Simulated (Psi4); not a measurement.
# One shape, several levels: NOF (nitrosyl fluoride)

Wanted: a comparison of 3 runs (A-CCSD(T)/3-21G, EOM-CCSD/def2-SVP) of NOF (nitrosyl fluoride). 

The calculation is run with Psi4 1.11.

4 further runs of the same task are left out: 2 that didn't finish, 2 set aside as unsound or not needed.

### 1 The structure to begin with

The species is NOF (3 atoms), meant as a singlet with charge 0. SMILES: `O=NF`. Geometry: relaxed at GFN2-xTB.

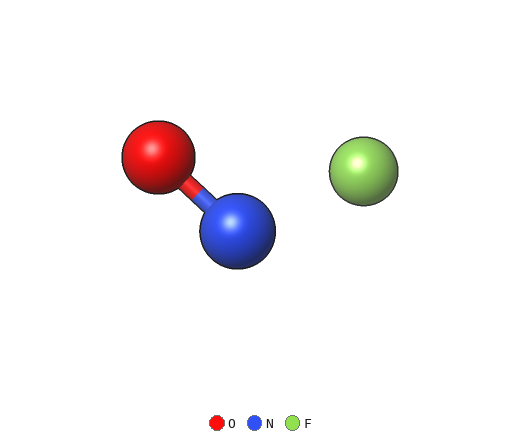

The structure, seen from a chosen angle (oxygen red, nitrogen blue, fluorine green).

### 2 Energy and forces at A-CCSD(T)/3-21G (run 1)

File calc.py:

```python
import psi4

psi4.set_memory('1600 MB')
psi4.set_num_threads(1)
psi4.set_output_file('psi4.out', False)

geom = psi4.geometry("""
0 1
O      0.881240     0.243070     0.511850
N      0.147270    -0.481640     0.029090
F     -1.028520     0.238580    -0.540950
""")

options = {'reference': 'rhf', 'scf_type': 'pk', 'freeze_core': True}
psi4.set_options(options)

e = psi4.gradient("a-ccsd(t)/3-21G", molecule=geom)
print('gradient / Eh bohr^-1')
print(e.np.round(6))
for k, v in sorted(psi4.core.scalar_variables().items()):
    print(f'{k:45s} {v:18.10f}')
```

Run with:

```bash
python calc.py
```

psi4.out:

```text
[...]
  Running in cs symmetry.
[...]
  Nuclear repulsion =   65.836732024510070
[...]
  Multiplicity = 1
[...]
  Nalpha       = 12
  Nbeta        = 12
[...]
    Number of basis functions: 27
[...]
   @RHF iter   1:  -227.24102877674980   -6.60194e-01   2.06554e-02 ADIIS/DIIS
[...]
      * MP2 total energy                      = -227.713037436221441
[...]
      * CCSD total energy                     = -227.707256017484383
[...]
      * CCSD(aT) total energy                  = -227.722611219818305
[...]
   @RHF iter  17:  -227.33337903813924    0.00000e+00   2.21426e-11 DIIS
[...]
  @RHF Final Energy:  -227.33337903813924
   => Energetics <=
    Nuclear Repulsion Energy =             65.8244614402688057
    One-Electron Energy =                -444.6415160637257031
    Two-Electron Energy =                 151.4836755853176555
    Total Energy =                       -227.3333790381392419
[...]
 Multipole Moments:
 ------------------------------------------------------------------------------------
     Multipole            Electronic (a.u.)      Nuclear  (a.u.)        Total (a.u.)
 ------------------------------------------------------------------------------------
 L = 1.  Multiply by 2.5417464519 to convert [e a0] to [Debye]
 Dipole X            :         -0.6198879            1.0283397            0.4084519
 Dipole Y            :         -0.0622729           -0.1913239           -0.2535968
 Dipole Z            :          0.0000000            0.0000000            0.0000000
 Magnitude           :                                                    0.4807746
[...]
      * MP2 total energy                      = -227.713063318806547
[...]
      * CCSD total energy                     = -227.707268594545610
[...]
      * CCSD(aT) total energy                  = -227.722657309962955
[...]
```

Standard output:

```text
gradient / Eh bohr^-1
[[-0.086104 -0.069697  0.      ]
 [ 0.053227  0.086669  0.      ]
 [ 0.032878 -0.016972  0.      ]]
A-(T) CORRECTION ENERGY                            -0.0153786595
A-CCSD(T) CORRELATION ENERGY                       -0.3892315702
A-CCSD(T) TOTAL ENERGY                           -227.7226346769
CCSD CORRELATION ENERGY                            -0.3738529108
CCSD DOUBLES ENERGY                                -0.3738529108
CCSD ITERATIONS                                    17.0000000000
CCSD OPPOSITE-SPIN CORRELATION ENERGY              -0.2938016407
CCSD SAME-SPIN CORRELATION ENERGY                  -0.0800512701
CCSD SINGLES ENERGY                                 0.0000000000
CCSD TOTAL ENERGY                                -227.7072560175
CURRENT CORRELATION ENERGY                         -0.3892315702
CURRENT ENERGY                                   -227.7226346769
CURRENT REFERENCE ENERGY                         -227.3334031067
DD SOLVATION ENERGY                                 0.0000000000
FINDIF NUMBER                                       7.0000000000
HF KINETIC ENERGY                                 226.6212921094
HF POTENTIAL ENERGY                              -453.9546952161
HF TOTAL ENERGY                                  -227.3334031067
HF VIRIAL RATIO                                     2.0031422952
MP2 CORRELATION ENERGY                             -0.3796343295
MP2 DOUBLES ENERGY                                 -0.3796343295
MP2 OPPOSITE-SPIN CORRELATION ENERGY               -0.2790378455
MP2 SAME-SPIN CORRELATION ENERGY                   -0.1005964840
MP2 SINGLES ENERGY                                 -0.0000000000
MP2 TOTAL ENERGY                                 -227.7130374362
NUCLEAR REPULSION ENERGY                           65.8367320245
ONE-ELECTRON ENERGY                              -444.6645503870
PCM POLARIZATION ENERGY                             0.0000000000
PE ENERGY                                           0.0000000000
SCF ITERATION ENERGY                             -227.3334031067
SCF ITERATIONS                                     17.0000000000
SCF TOTAL ENERGY                                 -227.3334031067
TWO-ELECTRON ENERGY                               151.4944152558
```

It took 9 s on 1 thread of Intel Xeon 6975P-C (Granite Rapids), shared host; peak memory 0.2 GiB.

### 3 The vertical excitations at EOM-CCSD/def2-SVP (run 2)

File job.inp:

```
memory 1600 mb

molecule {
  0 1
  O
  N 1 R2
  F 2 R3 1 A3

  R2 = 1.138848
  R3 = 1.492027
  A3 = 111.26393
  symmetry c1
}

set basis def2-SVP
set reference rhf
set scf_type pk
set roots_per_irrep [2]

e, wfn = energy("eom-ccsd", return_wfn=True)
```

Run with:

```bash
psi4 job.inp job.out -n 1
```

job.out:

```text
[...]
  Running in c1 symmetry.
[...]
  Nuclear repulsion =   65.836718853212957
[...]
  Multiplicity = 1
[...]
  Nalpha       = 12
  Nbeta        = 12
[...]
    Number of basis functions: 42
[...]
   @RHF iter   1:  -228.33523095624543   -6.96676e-01   1.12219e-02 ADIIS/DIIS
[...]
   @RHF iter  13:  -228.42380835025253   -2.58638e-12   7.54890e-09 DIIS
[...]
  @RHF Final Energy:  -228.42380835025253
   => Energetics <=
    Nuclear Repulsion Energy =             65.8367188532129575
    One-Electron Energy =                -446.1244158659648065
    Two-Electron Energy =                 151.8638886624993063
    Total Energy =                       -228.4238083502525285
[...]
 Multipole Moments:
 ------------------------------------------------------------------------------------
     Multipole            Electronic (a.u.)      Nuclear  (a.u.)        Total (a.u.)
 ------------------------------------------------------------------------------------
 L = 1.  Multiply by 2.5417464519 to convert [e a0] to [Debye]
 Dipole X            :          0.2448672           -0.8041032           -0.5592360
 Dipole Y            :         -0.4193159            0.6684076            0.2490917
 Dipole Z            :         -0.0000000            0.0000000           -0.0000000
 Magnitude           :                                                    0.6122022
[...]
      * MP2 total energy                      = -228.978739913229077
[...]
      * CCSD total energy                     = -228.978971478895801
[...]
                     Excitation Energy              Total Energy
[...]
```

Run time: 5.1 s. Hardware: 1 thread of Intel Xeon 6975P-C (Granite Rapids), shared host; peak memory 0.32 GiB.

The roots found:

```tsv
excited state	energy (eV)
1	3.980
2	6.623
```

### 4 The excited states at EOM-CCSD/def2-SVP (sfX2C) (run 3)

File fno.py:

```python
import psi4

psi4.set_memory(1600000000)
psi4.set_num_threads(1)
psi4.core.set_output_file('fno.out', False)

molecule = psi4.geometry("""
O      0.881240     0.243070     0.511850
N      0.147270    -0.481640     0.029090
F     -1.028520     0.238580    -0.540950
symmetry c1
""")

psi4.set_options({
    'basis': 'def2-SVP',
    'scf_type': 'pk',
    'roots_per_irrep': [2],
    'relativistic': 'x2c',
})

energy_value, wavefunction = psi4.energy("eom-ccsd", return_wfn=True)
print(f'eom-ccsd energy: {energy_value:.10f} Eh')
```

Run with:

```bash
python fno.py
```

fno.out:

```text
[...]
  Running in c1 symmetry.
[...]
  Nuclear repulsion =   65.836732024510070
[...]
  Multiplicity = 1
[...]
  Nalpha       = 12
  Nbeta        = 12
[...]
    Number of basis functions: 42
[...]
    WARNING: The X2C and Dirac Hamiltonians have substatially different eigenvalues!
             This is probably caused by the recontraction of the basis set.
[...]
   @RHF iter   1:  -228.49282290046975   -7.00348e-01   1.12705e-02 ADIIS/DIIS
[...]
   @RHF iter  13:  -228.58220492478358   -2.44427e-12   7.68752e-09 DIIS
[...]
  @RHF Final Energy:  -228.58220492478358
   => Energetics <=
    Nuclear Repulsion Energy =             65.8367320245100700
    One-Electron Energy =                -446.3398911501176372
    Two-Electron Energy =                 151.9209542008239850
    Total Energy =                       -228.5822049247835821
[...]
 Multipole Moments:
 ------------------------------------------------------------------------------------
     Multipole            Electronic (a.u.)      Nuclear  (a.u.)        Total (a.u.)
 ------------------------------------------------------------------------------------
 L = 1.  Multiply by 2.5417464519 to convert [e a0] to [Debye]
 Dipole X            :         -0.4792011            1.0280149            0.5488137
 Dipole Y            :         -0.0792841           -0.1911438           -0.2704279
 Dipole Z            :          0.0000000           -0.0000000            0.0000000
 Magnitude           :                                                    0.6118233
[...]
      * MP2 total energy                      = -229.137353223309276
[...]
      * CCSD total energy                     = -229.137524135627359
[...]
                     Excitation Energy              Total Energy
[...]
```

Standard output:

```text
eom-ccsd energy: -228.8944882511 Eh
```

Run time: 5.7 s. Hardware: 1 thread of Intel Xeon 6975P-C (Granite Rapids), shared host; peak memory 0.31 GiB.

The roots found:

```tsv
excited state	energy (eV)
1	3.979
2	6.613
```

### 5 The series

```tsv
run	level	task	Cartesian functions	energy (Eh)	wall time
1	A-CCSD(T)/3-21G	gradient	yes	-227.722635	9 s
2	EOM-CCSD/def2-SVP	excited	no	-228.978971	5.1 s
3	EOM-CCSD/def2-SVP (sfX2C)	excited	no	-229.137524	5.7 s
```

### 6 Outcome

| quantity | value |
| --- | --- |
| run 3: ground-state or mean-field energy | -229.13752 Eh |
| run 3: HOMO energy (Hartree–Fock orbitals) | -13.97 eV |
| run 3: LUMO energy (Hartree–Fock orbitals) | 1.50 eV |
| run 3: HOMO–LUMO gap (Hartree–Fock orbitals) | 15.46 eV |
| run 3: T1 diagnostic | 0.019 |
| run 3: lowest excitation energy | 3.98 eV |

All runs together took 20 s, the longest 9 s.
